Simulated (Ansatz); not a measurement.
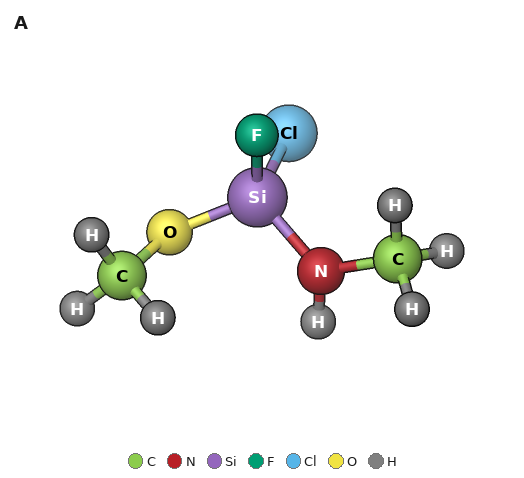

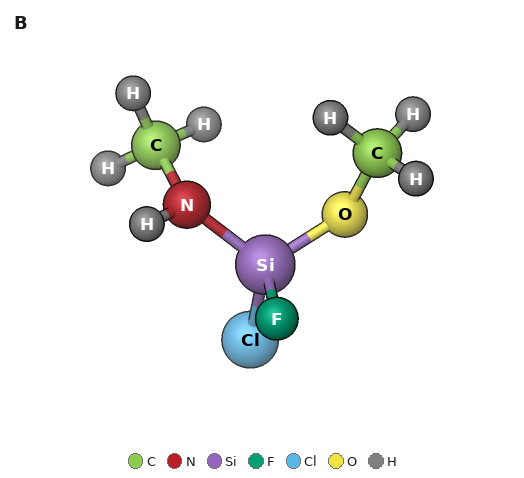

2 stationary structures of one formula. Geometries: PBE0-D4/def2-TZVP. Electronic energies: CCSD(T)/CBS (MP2 limit from def2-TZVPP and def2-QZVPP plus CCSD(T) − MP2) (Ansatz 0.2.0), without zero-point energy. No frequency run is at hand to confirm each as a minimum.

### How are they related?

They are conformers of C2H7ClFNOSi: `CN[Si@@](F)(Cl)OC`.

### Which is lowest in energy, and by how much?

B is lowest; A lies 0.019 eV above it.

Give E(B) − E(A) in eV at these levels too: ωB97X-V/def2-TZVPP; CCSD(T)/CBS (MP2 limit from def2-TZVPP and def2-QZVPP plus CCSD(T) − MP2); B2PLYP (frozen core)/def2-TZVPP; B3LYP-D4/def2-TZVPP; PBE-D4/def2-TZVPP; PBE0-D4/def2-TZVPP; RHF-MP2 (frozen core)/def2-QZVPP; PBE0-D4/def2-TZVP.

| level | E(B) − E(A) (eV) |
| --- | --- |
| ωB97X-V/def2-TZVPP | −0.017 |
| CCSD(T)/CBS (MP2 limit from def2-TZVPP and def2-QZVPP plus CCSD(T) − MP2) | −0.019 |
| B2PLYP (frozen core)/def2-TZVPP | −0.009 |
| B3LYP-D4/def2-TZVPP | −0.016 |
| PBE-D4/def2-TZVPP | −0.016 |
| PBE0-D4/def2-TZVPP | −0.017 |
| RHF-MP2 (frozen core)/def2-QZVPP | −0.021 |
| PBE0-D4/def2-TZVP | −0.018 |
